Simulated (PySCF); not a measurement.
# [BiH4]-: relaxation and vibrations of the singlet

The task is one start of a wider search on [BiH4]-: the singlet, from a PBE0 minimum start. It is relaxed, tested by its Hessian and followed downhill if it is a saddle.

The runs use PySCF 2.14.0; PBE0, basis Bi def2-TZVPD with ECP60, H def2-TZVPD, scalar-relativistic core potentials, no spin–orbit coupling, density fitting.

## Step 1: Where the work starts

5 atoms, charge -1, spin multiplicity 1.

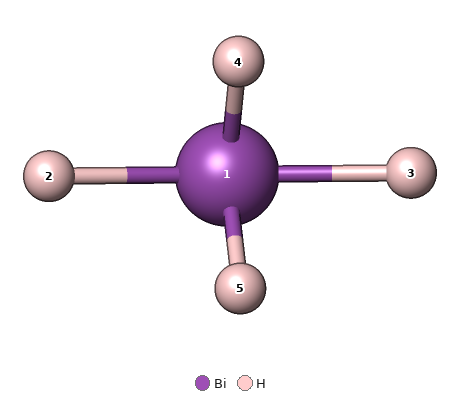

The starting geometry (bismuth purple, hydrogen pink); atoms are numbered from 1 in the order of the file.

```xyz
5
charge -1 multiplicity 1
Bi    0.0000    0.0000   -0.0142
H     0.0000    2.1076    0.2711
H     0.0000   -2.1076    0.2711
H     1.3125    0.0000    1.2046
H    -1.3125    0.0000    1.2046
```

## Step 2: The SCF at the typed geometry

One driver script runs all steps and calls PySCF; scf.py shows how it sets up the SCF of each step. The optimiser is the driver's own. After this first run the driver tries any further starts and a stability analysis.

Input file scf.py:

```python
from pyscf import gto, scf, dft
mol = gto.M(atom='''
Bi    -0.000000     0.000000    -0.014234
H      0.000000     2.107606     0.271141
H     -0.000000    -2.107606     0.271141
H      1.312453    -0.000000     1.204604
H     -1.312453     0.000000     1.204604''',
    basis={'Bi': 'def2-TZVPD', 'H': 'def2-TZVPD'},
    ecp={'Bi': 'def2-TZVPD'},
    charge=-1, spin=0)
mf = dft.RKS(mol, xc='PBE0')
mf.grids.atom_grid = (50, 194)
aux = {'Bi': 'def2-universal-JKFIT', 'H': 'def2-universal-JKFIT'}
mf = mf.density_fit(auxbasis=aux)
mf.conv_tol = 1e-08
mf.diis_space = 10
mf.max_cycle = 60
mf.init_guess = 'minao'
mf.verbose = 4
mf.kernel()
```

Run with:

```console
$ OMP_NUM_THREADS=2 python axn.py task.json out
```

Log:

```text
init E= -181.967485359126
  HOMO = -0.564250906589391  LUMO = -0.482663184334041  gap/eV = 2.22012
cycle= 1 E= -215.46896923016  delta_E= -33.5  |g|= 2.54  |ddm|= 12.4
  HOMO = 0.177765977871777  LUMO = 0.219480770916589  gap/eV = 1.13512
cycle= 2 E= -214.409337274802  delta_E= 1.06  |g|= 3.55  |ddm|=   20
  HOMO = -0.0132036333501153  LUMO = 0.12510459453615  gap/eV = 3.76356
cycle= 3 E= -216.948268519751  delta_E= -2.54  |g|= 0.28  |ddm|= 18.9
  HOMO = 0.0107243670692956  LUMO = 0.137771264629373  gap/eV = 3.45712
cycle= 4 E= -216.950792174939  delta_E= -0.00252  |g|= 0.258  |ddm|= 0.484
  HOMO = 0.00445614030352015  LUMO = 0.137725712678179  gap/eV = 3.62645
cycle= 5 E= -216.962103164345  delta_E= -0.0113  |g|= 0.0123  |ddm|= 0.211
  HOMO = -0.00186987451058762  LUMO = 0.134796582614245  gap/eV = 3.71888
cycle= 6 E= -216.962167095995  delta_E= -6.39e-05  |g|= 0.00203  |ddm|= 0.0462
  HOMO = -0.00100718340603834  LUMO = 0.135090338409345  gap/eV = 3.70340
cycle= 7 E= -216.96216899448  delta_E= -1.9e-06  |g|= 0.000378  |ddm|= 0.00638
  HOMO = -0.001090060551725  LUMO = 0.135107047912475  gap/eV = 3.70611
cycle= 8 E= -216.962169087785  delta_E= -9.33e-08  |g|= 0.000136  |ddm|= 0.00142
  HOMO = -0.00108584155575908  LUMO = 0.135104077120304  gap/eV = 3.70592
cycle= 9 E= -216.962169098771  delta_E= -1.1e-08  |g|= 2.3e-05  |ddm|= 0.000538
  HOMO = -0.00108582966325343  LUMO = 0.135104545406431  gap/eV = 3.70593
cycle= 10 E= -216.962169099479  delta_E= -7.09e-10  |g|= 2.63e-06  |ddm|= 0.000211
  HOMO = -0.00108706234123979  LUMO = 0.135104118216103  gap/eV = 3.70595
Extra cycle  E= -216.96216909949  delta_E= -1.06e-11  |g|= 8.86e-07  |ddm|= 2.32e-05
converged SCF energy = -216.96216909949
```

This step, with its further starts and checks, ran for 5.7 s (2 threads of Arm Neoverse N1, shared host).

No lower closed-shell solution turned up in the test of internal stability.

## Step 3: Relaxing the singlet from the PBE0 minimum start

The program finds C2v symmetry in the start, which this walk keeps. Threshold on the gradient: 0.0003 Eh/bohr, with a further test on the energy change.

Changes to scf.py since step 2:

```diff
@@ -3 +3 @@
-Bi    -0.000000     0.000000    -0.014234
+Bi     0.000000     0.000000    -0.014234
@@ -5,2 +5,2 @@
-H     -0.000000    -2.107606     0.271141
-H      1.312453    -0.000000     1.204604
+H      0.000000    -2.107606     0.271141
+H      1.312453     0.000000     1.204604
@@ -18 +17,0 @@
-mf.init_guess = 'minao'
```

The optimiser's trace:

| step | energy (Eh) | change (kJ/mol) | largest symmetric gradient (Eh/bohr) |
| --- | --- | --- | --- |
| 0 | -216.962169 | 0.00 | 0.00006 |

The walk took 2 s.

Positions (Å) and forces (eV/Å) along the way:

```
step 0
Bi   0.000   0.000  -0.014   0.000   0.000   0.002
H    0.000   2.108   0.271   0.000  -0.003   0.000
H    0.000  -2.108   0.271   0.000   0.003   0.000
H    1.312   0.000   1.205  -0.001   0.000  -0.001
H   -1.312   0.000   1.205   0.001   0.000  -0.001
```

End point (C2v, 0 steps, 0.0 kJ/mol gained): Bi–H 1.791 Å (×2), Bi–H 2.127 Å (×2); H–Bi–H 84.8° (×4), H–Bi–H 94.2°, H–Bi–H 164.6°.

## Step 4: Is it a minimum? Harmonic modes

The point is checked on the finer grid, and tightened if its gradient asks for it. The Hessian and the dipole derivatives come from central differences of analytic gradients, with steps of 0.02 bohr.

Changes to scf.py since step 3:

```diff
@@ -12 +12 @@
-mf.grids.atom_grid = (50, 194)
+mf.grids.atom_grid = (75, 302)
@@ -15 +15 @@
-mf.conv_tol = 1e-08
+mf.conv_tol = 1e-10
```

This SCF starts from the last density.

Log of the central SCF (cycles and frontier levels):

```text
init E= -216.962119220026
  HOMO = -0.00108446667062001  LUMO = 0.135106617696619  gap/eV = 3.70595
cycle= 1 E= -216.962119220024  delta_E= 1.36e-12  |g|= 2.76e-06  |ddm|= 4.43e-06
  HOMO = -0.00108444638152783  LUMO = 0.13510670297819  gap/eV = 3.70595
Extra cycle  E= -216.962119220024  delta_E= 3.41e-13  |g|= 3.32e-06  |ddm|= 4.86e-06
converged SCF energy = -216.962119220024
```

The whole step took 49 s.

Geometry: C2v; Bi–H 1.791 Å (×2), Bi–H 2.127 Å (×2); H–Bi–H 84.8° (×4), H–Bi–H 94.2°, H–Bi–H 164.6°.

Modes, for the most abundant isotopes:

| symmetry | ω (cm⁻¹) | IR (km/mol) | type |
| --- | --- | --- | --- |
| a1 | 496 | 130 | bend |
| b2 | 518 | 218 | bend |
| b1 | 706 | 2332 | mixed |
| a1 | 721 | 91.7 | bend |
| a2 | 740 | 0.0 | bend |
| b1 | 772 | 1974 | mixed |
| a1 | 1170 | 4.2 | stretch |
| a1 | 1770 | 264 | stretch |
| b2 | 1788 | 357 | stretch |

All wavenumbers are real: a minimum.

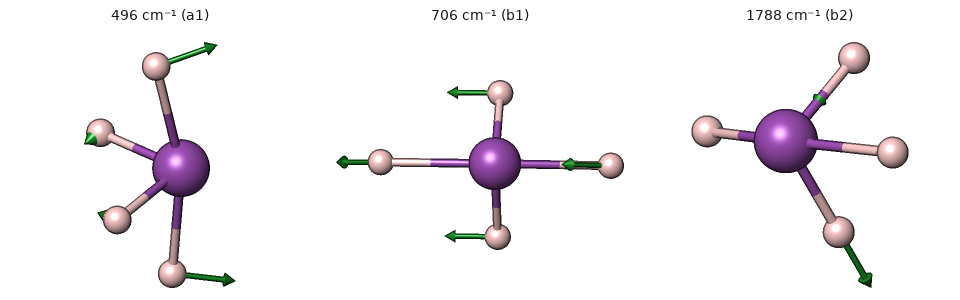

Displacements of 3 of the modes, as arrows (one member where a mode is degenerate).

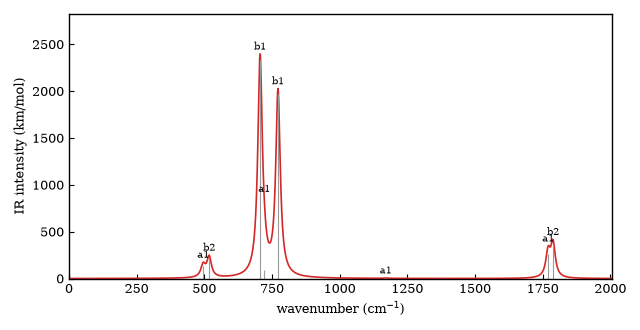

The harmonic infrared spectrum (widths in cm⁻¹). Lines are broadened to a width of 20 cm⁻¹ (Lorentzian).

Constants and moments:

```
Dipole moment about the centre of mass                          : 2.47 D
Highest occupied level                                          : -0.03 eV
Lowest empty level                                              : 3.68 eV
Rotational constants                                            : 2.559, 1.397, 1.357 cm⁻¹
Zero-point energy                                               : 51.9 kJ/mol
Principal polarisabilities                                      : 72.1, 75.4, 135.9 bohr³
Principal traceless quadrupole moments about the centre of mass : -22.83, 10.16, 12.67 D Å
Entropy at 298.15 K and 1 bar                                   : 257.2 J/(mol K)
Heat capacity Cp at 298.15 K                                    : 57.6 J/(mol K)
Enthalpy at 298.15 K above 0 K                                  : 12.17 kJ/mol
Rotational symmetry number                                      : 2
```

Populations by atom (charges in e):

| atom | Mulliken | Löwdin | polar tensor | Mayer order to Bi1 |
| --- | --- | --- | --- | --- |
| Bi1 | -0.79 | 0.14 | 1.05 | – |
| H2,3 | -0.10 | -0.32 | -0.72 | 0.97 |
| H4,5 | 0.00 | -0.25 | -0.31 | 0.96 |

Outer orbital energies (eV). occupied: -23.88, -23.85, -23.81, -11.70, -4.26, -3.28, -3.08, -0.03; empty: 3.68, 4.30, 5.52, 5.82.

Mulliken populations on Bi1 (outside its core potential): s 4.11, p 9.16, d 10.49, f 0.03.

## Step 5: Results

```
                            quantity                                                                                        value
                             minimum                                                                                 singlet, C2v
                            geometry         Bi–H 1.791 Å (×2), Bi–H 2.127 Å (×2); H–Bi–H 84.8° (×4), H–Bi–H 94.2°, H–Bi–H 164.6°
                  wavenumbers (cm⁻¹)  496 (a1), 518 (b2), 706 (b1), 721 (a1), 740 (a2), 772 (b1), 1170 (a1), 1770 (a1), 1788 (b2)
      dipole moment (centre of mass)                                                                                       2.47 D
highest occupied, lowest empty level                                                                               -0.03, 3.68 eV
          polar-tensor charge of Bi1                                                                                      +1.05 e
                   zero-point energy                                                                                  51.9 kJ/mol
                 entropy at 298.15 K                                                                              257.2 J/(mol K)
```

In words: The molecule stays C2v, as typed, and the end point is a minimum. In the infrared the band at 706 cm⁻¹ (b1, mixed) leads. Only this shape and spin were tried, so other structures or states may lie lower. With an element this heavy the missing spin–orbit coupling can shift these numbers.

The search up to here took 57 s.
